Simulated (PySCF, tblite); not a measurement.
# Ge₂₃H₃₆: electronic excitations

What do calculations give for the electronic excitations of Ge₂₃H₃₆?

Programs: tblite 0.8.0 and PySCF 2.14.0, with routines of our own; each step states its level. All values are computed. Atoms count from 0.

## 1. The starting structure

59 atoms, charge 0, multiplicity 1; geometry from: force field, distance geometry or constructed start.

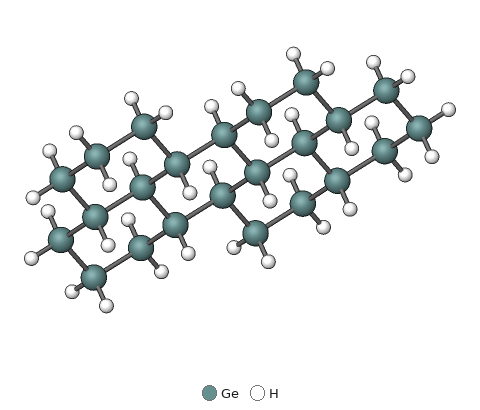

The starting geometry (germanium teal, hydrogen white).

## 2. Relaxing the molecule with GFN2-xTB

Job settings and geometry (Å):

```
{"job": {"kind": "relax", "xc": "GFN2-xTB", "basis": "xTB"}, "charge": 0, "multiplicity": 1}
Ge     2.010400     0.057100    -0.367500
Ge    -0.003200     1.219300     0.427200
Ge    -2.000300     0.056600    -0.364900
Ge    -2.006200    -2.252400     0.427900
Ge    -0.001000    -3.415900    -0.362500
Ge     2.002200    -2.257300     0.431500
Ge    -4.010800    -3.413000    -0.369200
Ge    -4.007500    -5.727700     0.435600
Ge    -2.002800    -6.890300    -0.366300
Ge    -0.002800    -5.731200     0.435700
Ge     4.008800     3.531200    -0.368000
Ge     2.003000     4.688300     0.434100
Ge    -0.003400     3.533100    -0.360900
Ge     4.013100     1.216100     0.431400
Ge     2.003300     7.011100    -0.365700
Ge    -0.001900     8.164400     0.440400
Ge    -2.005100     7.007900    -0.365000
Ge    -2.006600     4.686900     0.433100
Ge     4.010300    -3.412900    -0.363400
Ge     2.008300    -6.887300    -0.363200
Ge     4.008600    -5.726600     0.435600
Ge    -4.011800     3.533900    -0.366100
Ge    -4.007500     1.221300     0.440700
H      2.001300     0.054600    -1.897400
H      0.000500     1.219300     1.965000
H     -2.011600     0.058000    -1.893400
H     -2.004800    -2.254500     1.963400
H     -0.000600    -3.414100    -1.894700
H      2.006100    -2.256400     1.962100
H     -4.009800    -3.414300    -1.892500
H     -5.257500    -2.692300     0.139800
H     -4.012800    -5.729100     1.964300
H     -5.262100    -6.452100    -0.074600
H     -2.003400    -6.889500    -1.892200
H     -2.004300    -8.330100     0.137600
H      0.000500    -5.728200     1.961200
H      4.010100     3.532500    -1.900000
H      5.262000     4.256700     0.138300
H      2.006600     4.686400     1.964000
H     -0.004800     3.535800    -1.894700
H      4.010800     1.214400     1.967900
H      5.267000     0.489300    -0.069000
H      2.010400     7.007000    -1.899500
H      3.258300     7.727300     0.139100
H     -0.003700     8.165500     1.966500
H     -0.001900     9.609100    -0.076100
H     -2.003100     7.006100    -1.896500
H     -3.256000     7.730400     0.143200
H     -2.003900     4.690700     1.964300
H      4.012800    -3.414000    -1.893900
H      5.260200    -2.700200     0.144000
H      2.012100    -6.886900    -1.896200
H      2.005100    -8.332300     0.141000
H      4.007500    -5.732000     1.961100
H      5.261800    -6.453100    -0.071200
H     -4.011400     3.535400    -1.895300
H     -5.254500     4.248500     0.139000
H     -4.008200     1.224300     1.963400
H     -5.261000     0.494200    -0.068700
```

Run with:

```sh
OMP_NUM_THREADS=4 python large_run.py task.json out
```

The driver reads the jobs from task.json and runs them one after another.

What it wrote:

```text
step      E/eV     max force
  0   -1712.59174    0.908
  1   -1712.80042    0.651
  2   -1713.16488    0.429
  3   -1713.23906    0.406
  4   -1713.42721    0.296
  5   -1713.45495    0.208
  6   -1713.46892    0.143
  7   -1713.47910    0.132
  8   -1713.49141    0.162
  9   -1713.50007    0.136
 10   -1713.50758    0.126
 11   -1713.51510    0.139
 12   -1713.52461    0.183
 13   -1713.53618    0.225
 14   -1713.54982    0.205
 15   -1713.56266    0.154
 16   -1713.57121    0.094
 17   -1713.57635    0.097
 18   -1713.58150    0.100
 19   -1713.58853    0.121
 20   -1713.59676    0.125
 21   -1713.60368    0.115
 22   -1713.60823    0.110
 23   -1713.61183    0.095
 24   -1713.61622    0.109
 25   -1713.62125    0.115
 26   -1713.62582    0.123
 27   -1713.62978    0.115
 28   -1713.63391    0.121
 29   -1713.63833    0.131
 30   -1713.64243    0.129
 31   -1713.64614    0.110
 32   -1713.64925    0.095
 33   -1713.65172    0.068
 34   -1713.65404    0.055
 35   -1713.65507    0.051
 36   -1713.65593    0.048
 37   -1713.65662    0.040
 38   -1713.65729    0.033
 39   -1713.65787    0.039
 40   -1713.65848    0.042
 41   -1713.65917    0.051
 42   -1713.65996    0.055
 43   -1713.66073    0.042
 44   -1713.66143    0.045
 45   -1713.66200    0.038
 46   -1713.66246    0.031
 47   -1713.66283    0.028
 48   -1713.66327    0.036
 49   -1713.66393    0.052
 50   -1713.66494    0.056
 51   -1713.66616    0.061
 52   -1713.66717    0.057
 53   -1713.66776    0.044
 54   -1713.66812    0.028
 55   -1713.66844    0.024
 56   -1713.66884    0.037
 57   -1713.66933    0.044
 58   -1713.67004    0.057
 59   -1713.67110    0.064
 60   -1713.67172    0.048
 61   -1713.67262    0.037
 62   -1713.67299    0.031
 63   -1713.67339    0.030
 64   -1713.67366    0.028
 65   -1713.67385    0.020
```

Run time: 12 s. Hardware: 4 threads of Arm Neoverse V1, shared host; peak memory 0.16 GiB.

Relaxation path:

```csv
step,energy from step 0 (eV),largest force (eV/Å)
0,0.0000,0.9082
1,-0.2087,0.6508
2,-0.5731,0.4292
3,-0.6473,0.4064
4,-0.8355,0.2960
5,-0.8632,0.2081
6,-0.8772,0.1430
7,-0.8874,0.1316
8,-0.8997,0.1625
12,-0.9329,0.1832
17,-0.9846,0.0968
22,-1.0165,0.1103
27,-1.0380,0.1153
32,-1.0575,0.0953
36,-1.0642,0.0483
41,-1.0674,0.0511
46,-1.0707,0.0309
51,-1.0744,0.0609
56,-1.0771,0.0369
61,-1.0809,0.0369
62,-1.0812,0.0317
63,-1.0816,0.0296
64,-1.0819,0.0273
65,-1.0821,0.0201
```

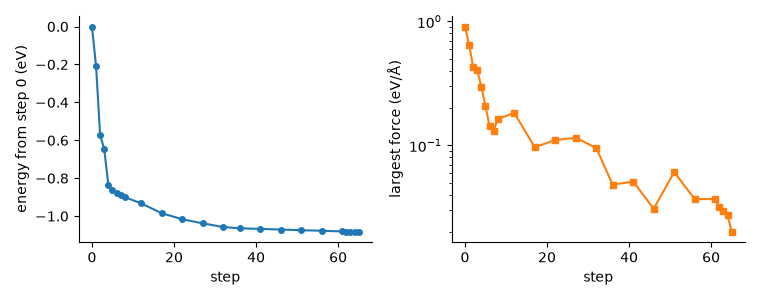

Energy and force, step by step.

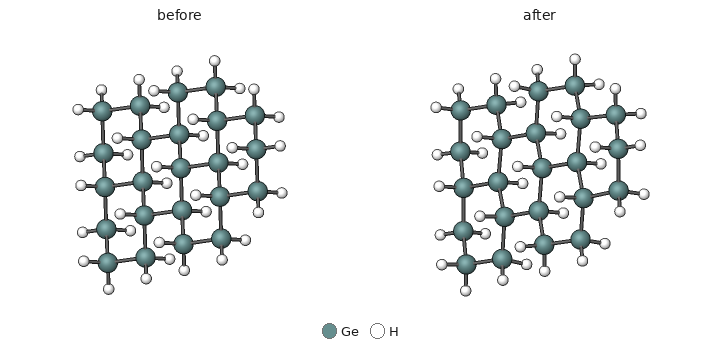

The geometry before (left) and after (right).

Close pairs (by a distance rule), those that changed most:

```csv
bond,before (Å),after (Å),change (Å)
Ge7–Ge8,2.452,2.405,-0.047
Ge6–Ge7,2.451,2.404,-0.047
Ge14–Ge15,2.450,2.406,-0.043
Ge15–Ge16,2.449,2.406,-0.043
Ge18–Ge20,2.448,2.404,-0.043
Ge19–Ge20,2.447,2.405,-0.042
Ge21–Ge22,2.449,2.408,-0.041
Ge10–Ge13,2.449,2.409,-0.041
```

The final coordinates are the input of the step that follows.

## 3. Electronic excitations: TDDFT PBE/def2-SVP

Job settings and geometry (Å):

```
{"job": {"kind": "uv", "basis": "def2-SVP", "grid": 1, "kgrid": 0, "vcut": null, "nstates": 6, "ntriplets": 2, "tda": false, "delta": ["ip_vertical"], "pop": true, "xc": "PBE"}, "charge": 0, "multiplicity": 1}
Ge     2.055428     0.053999    -0.210160
Ge     0.000791     1.281608     0.331283
Ge    -2.055460     0.054303    -0.209415
Ge    -2.057037    -2.345716     0.296580
Ge     0.000355    -3.581005    -0.233393
Ge     2.057121    -2.345006     0.296930
Ge    -4.074825    -3.556451    -0.299426
Ge    -4.072984    -5.861302     0.382726
Ge    -2.102421    -7.044462    -0.326105
Ge     0.000293    -5.990887     0.285845
Ge     4.067906     3.587502    -0.331928
Ge     2.099700     4.869760     0.276596
Ge     0.000426     3.686726    -0.221628
Ge     4.057980     1.288064     0.384853
Ge     2.004389     7.222617    -0.327466
Ge     0.000275     8.346270     0.387090
Ge    -2.003671     7.222987    -0.327366
Ge    -2.098532     4.870279     0.277891
Ge     4.074893    -3.556228    -0.297725
Ge     2.102496    -7.044267    -0.325819
Ge     4.072496    -5.861864     0.384248
Ge    -4.067118     3.586795    -0.329865
Ge    -4.056862     1.288112     0.387645
H      2.091921     0.092156    -1.753170
H      0.000617     1.277562     1.879250
H     -2.094117     0.093623    -1.752750
H     -2.103583    -2.386657     1.839566
H      0.000541    -3.568522    -1.782639
H      2.102956    -2.385988     1.839898
H     -4.288110    -3.503902    -1.803950
H     -5.323198    -2.846684     0.202394
H     -4.156758    -5.937807     1.894570
H     -5.333327    -6.601218    -0.032883
H     -2.132564    -7.203595    -1.837461
H     -2.121143    -8.497173     0.124450
H     -0.001206    -6.014185     1.826812
H      4.210147     3.631189    -1.844487
H      5.332436     4.316709     0.103365
H      2.127392     4.903052     1.817210
H     -0.000134     3.647194    -1.770147
H      4.246014     1.266196     1.893461
H      5.326054     0.580338    -0.077352
H      2.134350     7.361306    -1.835405
H      3.249797     7.955091     0.148793
H     -0.000741     8.426979     1.901002
H      0.000871     9.815775     0.000100
H     -2.132054     7.361145    -1.835465
H     -3.248765     7.955343     0.149250
H     -2.124873     4.903969     1.818706
H      4.290210    -3.503323    -1.801866
H      5.323066    -2.847028     0.206142
H      2.134908    -7.202382    -1.836748
H      2.121117    -8.496719     0.124040
H      4.155058    -5.938830     1.896169
H      5.333710    -6.601564    -0.029928
H     -4.211894     3.630340    -1.842226
H     -5.331248     4.316718     0.106267
H     -4.243704     1.267399     1.896795
H     -5.324619     0.580221    -0.073412
```

Level: TDDFT PBE/def2-SVP, vertical, gas phase, core orbitals frozen in the response.

What it wrote:

```text
start: PBE on a coarse grid of 244522 points
cycle   1  E = -47779.3930416261  dE = -1.179e+01  |g| = 2.181e+00  |ddm| = 8.371e+00
cycle   2  E = -47779.1278853316  dE =  2.652e-01  |g| = 2.659e+00  |ddm| = 2.737e+00
cycle   3  E = -47779.8016823213  dE = -6.738e-01  |g| = 1.954e-01  |ddm| = 1.996e+00
cycle   4  E = -47779.8158260644  dE = -1.414e-02  |g| = 7.411e-02  |ddm| = 4.864e-01
cycle   5  E = -47779.8178617184  dE = -2.036e-03  |g| = 2.863e-02  |ddm| = 1.602e-01
cycle   6  E = -47779.8181047043  dE = -2.430e-04  |g| = 7.137e-03  |ddm| = 4.757e-02
final grid: 244522 points
cycle   7  E = -47779.8180504068  dE =  5.430e-05  |g| = 1.438e-02  |ddm| = 3.180e-02
cycle   8  E = -47779.8177391122  dE =  3.113e-04  |g| = 3.280e-02  |ddm| = 7.233e-02
cycle   9  E = -47779.8181110379  dE = -3.719e-04  |g| = 3.017e-03  |ddm| = 5.380e-02
cycle  10  E = -47779.8181227023  dE = -1.166e-05  |g| = 5.061e-04  |ddm| = 5.472e-03
cycle  11  E = -47779.8181214773  dE =  1.225e-06  |g| = 8.546e-05  |ddm| = 8.624e-04
converged SCF energy = -47779.8181214773
Vertical ionisation energy (delta-SCF) = 7.2631 eV   <S^2> = 0.751

Static polarisability (au): isotropic 916.694, principal 464.407 959.581 1326.093

Singlet excitations
state   eV       nm        f      main configurations
  1   3.4213    362.4   0.55937   H->L 0.93
  2   3.4762    356.7   0.13616   H-1->L 0.94
  3   3.5762    346.7   0.00143   H-2->L 0.97
  4   3.6733    337.5   0.00339   H->L+1 0.97
  5   3.7014    335.0   0.00000   H->L+2 0.91
  6   3.7822    327.8   0.00028   H-1->L+2 0.94

Triplet excitations (Tamm-Dancoff, eV): 3.1551 3.2572
```

Wall time 99 s (4 threads of Arm Neoverse V1, shared host); peak memory 3 GiB.

Frontier orbitals and where they lie:

```csv
orbital,eV,atoms
HOMO−4,-6.63,"Ge4 14 %, Ge9 12 %, Ge1 7 %"
HOMO−3,-6.58,"Ge8 9 %, Ge19 9 %, Ge20 8 %"
HOMO−2,-6.31,"Ge17 8 %, Ge11 8 %, Ge21 8 %"
HOMO−1,-6.11,"Ge1 10 %, Ge0 8 %, Ge2 8 %"
HOMO,-6.00,"Ge12 9 %, Ge1 9 %, Ge3 7 %"
LUMO,-2.78,"Ge12 9 %, Ge1 9 %, Ge0 7 %"
LUMO+1,-2.39,"Ge2 10 %, Ge0 10 %, Ge3 10 %"
LUMO+2,-2.37,"Ge4 12 %, Ge9 9 %, Ge5 8 %"
LUMO+3,-2.01,"Ge17 11 %, Ge21 10 %, Ge11 10 %"
```

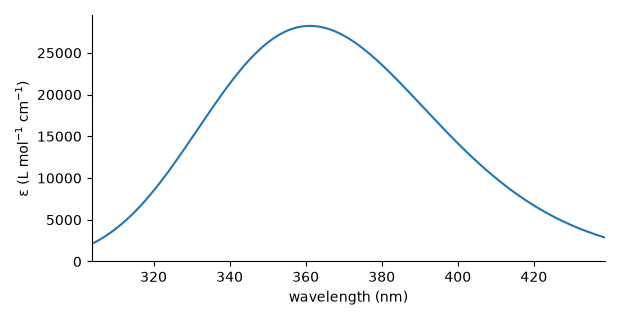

Absorption spectrum: each of the 6 states is a Gaussian band of 0.4 eV half-width at 1/e. Beyond the last state computed it falls off for lack of states.

Further results of this job:

```csv
property,computed
dipole moment (D),0.14
polarisability (Å³),135.84
HOMO–LUMO gap (eV),3.22
−ε(HOMO) (eV),6.00
```

## 4. What came out

| quantity | value |
| --- | --- |
| lowest singlet (PBE/def2-SVP) | 3.42 eV (362 nm), f = 0.559 |
| lowest triplet | 3.16 eV |

In words: The lowest singlet, at 3.42 eV, is HOMO→LUMO 0.93 and is bright. The lowest triplet lies 0.27 eV below the lowest singlet (triplets in Tamm-Dancoff, singlets in full TDDFT).
